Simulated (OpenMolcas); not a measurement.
# One shape, several levels: GeSiH3ClO (SMILES [SiH3][O][Ge][Cl])

Aim: a comparison of 6 runs (HF/STO-3G, HF/3-21G, BHLYP/cc-pVDZ, BLYP/cc-pVDZ, TPSS/cc-pVDZ, B3LYP/6-31G*) of GeSiH3ClO. 

The calculation is run with OpenMolcas 26.06.

1 further run of the same task is left out (set aside as unsound or not needed).

**1. The molecule**

GeSiH3ClO: 7 atoms, total charge 0, spin state singlet. As SMILES, `[SiH3][O][Ge][Cl]`. The coordinates come from a PBE0-D4/def2-TZVP relaxation. This is one conformer, not always the lowest.

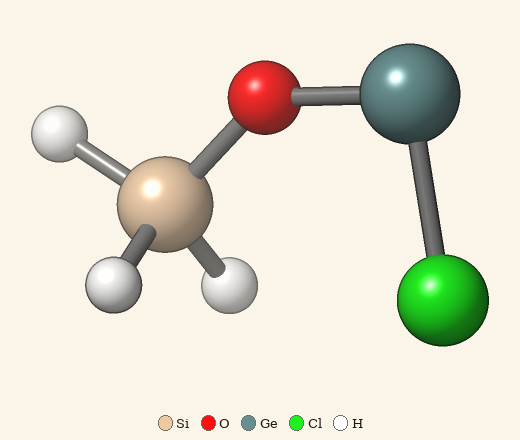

Viewed from a chosen angle; silicon light orange, oxygen red, germanium teal, chlorine green, hydrogen white.

**2. Energy and forces at HF/STO-3G (run 1)**

mol.input reads:

```
* ClGeH3OSi Hartree-Fock

&GATEWAY
  BasLib = $CurrDir
  Coord
  7
  angstrom
  Si       0.184400       0.664200      -0.614200
  O        0.434500      -0.959500      -0.413800
  Ge       0.076600      -2.215900       0.776900
  Cl      -0.991800      -0.995100       2.277600
  H        0.795900       1.045400      -1.911300
  H       -1.268900       0.965100      -0.643300
  H        0.830700       1.427800       0.482400
  Basis = STO-3G
  Group = NoSym

&SEWARD

&SCF
  Thresholds = 1e-10 1e-07 1e-07 1e-05
  PrOrbitals = 1

&ALASKA
```

The basis set STO-3G is read from a file made from the Basis Set Exchange's data (not shown).

On the command line:

```bash
$ export MOLCAS_MEM=1860
$ pymolcas mol.input > mol.log
```

The program printed:

```text
--- Start Module: gateway ---
[...]
--- Stop Module: gateway /rc=_RC_ALL_IS_WELL_ ---
[...]
      Basis functions           44
[...]
--- Start Module: scf ---
[...]
       Convergence after  13 Iterations
[...]
::    Total SCF energy                              -2867.6116441324
[...]
      Total spin, S                                     0.0000000000
[...]
      Total electronic charge=   74.000000
      Total            charge=   -0.000000
[...]
      Dipole Moment (debye):
      Origin of the operator (angstrom)=   -0.1062   -1.2310    0.7132
                   X=  1.3219E+00               Y= -5.6986E-01               Z= -2.2441E+00           Total=  2.6661E+00
      Quadrupole Moment (debye*angstrom):
[...]
--- Stop Module: scf /rc=_RC_ALL_IS_WELL_ ---
--- Start Module: alaska ---
[...]
 *              Molecular gradients               *
 **************************************************
  Irreducible representation: a
 ------------------------------------------------------------------------------------------
                              X                       Y                       Z
 ------------------------------------------------------------------------------------------
  SI1               5.89418118422358E-03   -3.45548600771650E-02    3.23488928304450E-03
  O2                1.79081016862206E-02    6.35036042162511E-02   -5.98582473865648E-02
  GE3              -1.53956287395403E-02   -5.82135531129850E-02    5.29465019239477E-02
  CL4              -4.41440309562680E-03   -1.45093864693635E-04    8.35022357447812E-03
  H5                1.30454009015746E-02    7.91877116545470E-03   -2.75758362256866E-02
  H6               -3.05539788353046E-02    5.89242282523816E-03   -3.60432922632659E-04
  H7                1.35163268984688E-02    1.55987088478113E-02    2.32629017533195E-02
 ------------------------------------------------------------------------------------------
--- Stop Module: alaska /rc=_RC_ALL_IS_WELL_ ---
[...]
```

Run time: 3.9 s. Hardware: 1 thread of Intel Xeon Platinum 8259CL at 2.50GHz (Skylake/Cascade Lake), shared host; peak memory 0.38 GiB.

**3. Energy and forces at HF/3-21G (run 2)**

test.input reads:

```
&GATEWAY
  BASLIB=$CurrDir
  BASISSET
  Si.3-21G....
  Si1 0.184400 0.664200 -0.614200 angstrom
  End of Basis
  BASISSET
  O.3-21G....
  O2 0.434500 -0.959500 -0.413800 angstrom
  End of Basis
  BASISSET
  Ge.3-21G....
  Ge3 0.076600 -2.215900 0.776900 angstrom
  End of Basis
  BASISSET
  Cl.3-21G....
  Cl4 -0.991800 -0.995100 2.277600 angstrom
  End of Basis
  BASISSET
  H.3-21G....
  H5 0.795900 1.045400 -1.911300 angstrom
  H6 -1.268900 0.965100 -0.643300 angstrom
  H7 0.830700 1.427800 0.482400 angstrom
  End of Basis

&SEWARD

&SCF
  THRESHOLDS=1e-10 1e-07 1e-07 1e-05
  PRORBITALS=1 2

&ALASKA
```

The basis set 3-21G is read from a file made from the Basis Set Exchange's data (not shown).

On the command line:

```bash
$ export MOLCAS_MEM=1860
$ pymolcas test.input > test.log
```

The program printed:

```text
--- Start Module: gateway ---
[...]
--- Stop Module: gateway /rc=_RC_ALL_IS_WELL_ ---
[...]
      Basis functions           63
[...]
--- Start Module: scf ---
[...]
       Convergence after  14 Iterations
[...]
::    Total SCF energy                              -2886.3533367419
[...]
      Total spin, S                                     0.0000000000
[...]
      Total electronic charge=   74.000000
      Total            charge=   -0.000000
[...]
      Dipole Moment (debye):
      Origin of the operator (angstrom)=   -0.1062   -1.2310    0.7132
                   X=  1.1999E+00               Y= -1.2953E+00               Z= -1.7152E+00           Total=  2.4616E+00
      Quadrupole Moment (debye*angstrom):
[...]
--- Stop Module: scf /rc=_RC_ALL_IS_WELL_ ---
[...]
--- Start Module: alaska ---
[...]
 *              Molecular gradients               *
 **************************************************
  Irreducible representation: a
 ------------------------------------------------------------------------------------------
                              X                       Y                       Z
 ------------------------------------------------------------------------------------------
  SI1              -2.63913105716884E-03   -1.96957874630144E-02    1.31156003103836E-02
  O2                1.31339217566264E-02    3.93667550573671E-02   -4.09346698145043E-02
  GE3              -2.64319576962482E-02    3.14672018997442E-03    4.83134273224315E-02
  CL4               1.48842768388029E-02   -1.83965196595199E-02   -2.03173474981035E-02
  H5                1.12720340945804E-03   -2.40146120454376E-03   -1.11059498911548E-03
  H6               -7.52820271645582E-04   -1.16896042365511E-03    7.94434243228670E-05
  H7                6.78507020152708E-04   -8.50746496644739E-04    8.54141244601259E-04
 ------------------------------------------------------------------------------------------
--- Stop Module: alaska /rc=_RC_ALL_IS_WELL_ ---
[...]
```

Run time: 5.1 s. Hardware: 1 thread of Intel Xeon Platinum 8259CL at 2.50GHz (Skylake/Cascade Lake), shared host; peak memory 0.4 GiB.

Runs 3 to 5 aren't shown in full; the table further down has their settings and results.

**4. Energy and forces at B3LYP/6-31G(d) (Cartesian functions) (run 6)**

input.xyz reads:

```xyz
7

Si     0.184400     0.664200    -0.614200
O      0.434500    -0.959500    -0.413800
Ge     0.076600    -2.215900     0.776900
Cl    -0.991800    -0.995100     2.277600
H      0.795900     1.045400    -1.911300
H     -1.268900     0.965100    -0.643300
H      0.830700     1.427800     0.482400
```

calc.inp reads:

```
>>> EXPORT MOLCAS_PRINT=2

&GATEWAY
  BasLib
  $CurrDir
  Coord
  input.xyz
  Basis
  6-31Gs
  Group
  NoSym

&SEWARD
  GridInput
  Grid=UltraFine
  End of Grid

&SCF
  KSDFT
  B3LYP
  Thresholds
  1e-10 1e-07 1e-07 1e-05
  PrOrbitals
  0

&ALASKA
```

The basis set 6-31G* is read from a file made from the Basis Set Exchange's data (not shown).

On the command line:

```bash
$ export MOLCAS_MEM=1860
$ pymolcas calc.inp > calc.log
```

The program printed:

```text
--- Start Module: gateway ---
[...]
--- Stop Module: gateway /rc=_RC_ALL_IS_WELL_ ---
[...]
      Basis functions           94
[...]
--- Start Module: scf ---
[...]
       Convergence after  14 Iterations
[...]
::    Total KS-DFT energy                           -2903.5915925171
[...]
      Total spin, S                                     0.0000000000
[...]
      Total electronic charge=   74.000000
      Total            charge=   -0.000000
[...]
      Dipole Moment (debye):
      Origin of the operator (angstrom)=   -0.1062   -1.2310    0.7132
                   X=  6.7609E-01               Y= -8.9200E-01               Z= -8.9929E-01           Total=  1.4358E+00
      Quadrupole Moment (debye*angstrom):
[...]
--- Stop Module: scf /rc=_RC_ALL_IS_WELL_ ---
[...]
--- Start Module: alaska ---
[...]
 *              Molecular gradients               *
 **************************************************
  Irreducible representation: a
 ------------------------------------------------------------------------------------------
                              X                       Y                       Z
 ------------------------------------------------------------------------------------------
  SI1               1.50906158852071E-03   -1.13010407635130E-02    1.86044144151332E-03
  O2               -4.61341072625032E-03    5.13839081175904E-03    6.52587910813551E-03
  GE3              -2.91669019280860E-03    1.39288053604147E-02   -2.77440890596808E-04
  CL4               5.92262823692735E-03   -5.09923325570760E-03   -9.00194360269069E-03
  H5               -1.37875903214457E-05   -7.25979256149145E-04    3.30797744943823E-04
  H6                2.65159489567068E-04   -9.23318484498115E-04    3.94492576387795E-04
  H7               -1.52960805598124E-04   -1.01762441234499E-03    1.67773622306910E-04
 ------------------------------------------------------------------------------------------
--- Stop Module: alaska /rc=_RC_ALL_IS_WELL_ ---
[...]
```

Wall time 47 s (1 thread of Intel Xeon Platinum 8259CL at 2.50GHz (Skylake/Cascade Lake), shared host); peak memory 0.52 GiB.

**5. All runs side by side**

| run | level | integration grid | Cartesian functions | energy (Eh) | dipole moment (D) | HOMO energy (eV) | LUMO energy (eV) | wall time |
| --- | --- | --- | --- | --- | --- | --- | --- | --- |
| 1 | HF/STO-3G | – | no | -2867.611644 | 2.67 | -7.47 | 4.42 | 3.9 s |
| 2 | HF/3-21G | – | no | -2886.353337 | 2.46 | -10.46 | 0.39 | 5.1 s |
| 3 | BHLYP/cc-pVDZ | UltraFine | no | -2903.740963 | 1.57 | -9.08 | -1.65 | 45 s |
| 4 | BLYP/cc-pVDZ | UltraFine | no | -2903.829663 | 1.30 | -6.75 | -3.07 | 49 s |
| 5 | TPSS/cc-pVDZ | UltraFine | no | -2903.827363 | 1.35 | -7.04 | -3.20 | 65 s |
| 6 | B3LYP/6-31G* (Cartesian functions) | UltraFine | yes | -2903.591593 | 1.44 | -7.89 | -2.70 | 47 s |

**6. Summary of results**

| quantity | value |
| --- | --- |
| run 6: total energy | -2903.59159 Eh |
| run 6: dipole moment | 1.44 D |
| run 6: HOMO energy | -7.89 eV |
| run 6: LUMO energy | -2.70 eV |
| run 6: HOMO–LUMO gap | 5.19 eV |
| run 6: largest force on an atom | 0.732 eV/Å |

**Reading.** The dipole moment (its size) runs from 1.30 D (BLYP/cc-pVDZ) to 2.67 D (HF/STO-3G). The two ends differ in method and basis. The HOMO–LUMO gap runs from 3.69 eV (BLYP/cc-pVDZ) to 11.89 eV (HF/STO-3G). Totals of different functionals can't be ranked against each other. In run 1 the basis is minimal, so the values are rough. All runs together took 3.6 min, the longest 65 s.
